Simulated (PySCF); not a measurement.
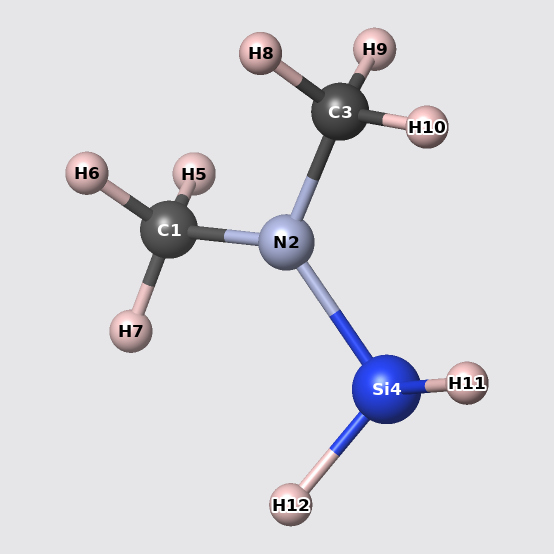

The species is neutral and a spin doublet. The computed structure is the end point of a GFN2-xTB optimisation. No frequency run is at hand to confirm it as a minimum. Level of theory: UKS B3LYP, pcH-1 on C H N Si, non-relativistic (PySCF 2.14.0). Fermi-contact and spin-dipolar terms alone, no spin-orbit part.

Which nucleus has the largest dipolar (anisotropic) hyperfine coupling?

29Si at Si4: principal values −130.3, 64.6, 65.7 MHz.

List the isotropic and dipolar parts for the most strongly coupled nuclei, one of each equivalent set.

| atom | isotope | a_iso (MHz) | dipolar part (MHz) |
| --- | --- | --- | --- |
| Si4 | 29Si | −441.8 | −130.3, 64.6, 65.7 |
| N2 | 14N | 11.0 | −12.3, −12.1, 24.4 |
| H11 | 1H | 89.9 | −7.1, 0.0, 7.1 |
| H7 | 1H | 0.6 | −2.6, −1.7, 4.3 |
| H5 | 1H | 16.2 | −2.6, −1.6, 4.2 |
| H6 | 1H | 15.3 | −2.1, −1.9, 4.0 |
| C1 | 13C | −7.5 | −1.0, −0.5, 1.5 |

The geometry is semi-empirical. Around Si such bond lengths and angles can be off by a tenth of an ångström or more and by several degrees, and values that hang on the shape move with them.
